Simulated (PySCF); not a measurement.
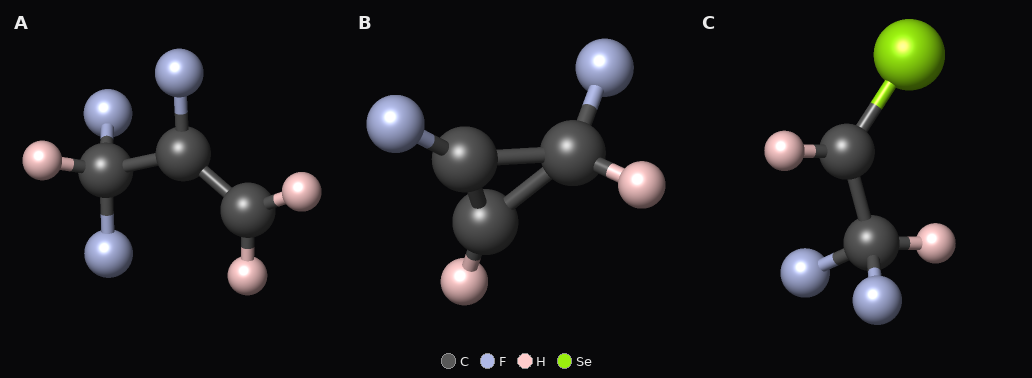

Figure made from data computed with PySCF.

> Which panel belongs to which SMILES?
(1) FC1=C[C@H]1F
(2) C=C(F)C(F)F
(3) FC(F)C=[Se]

A is (2), B is (1), C is (3).
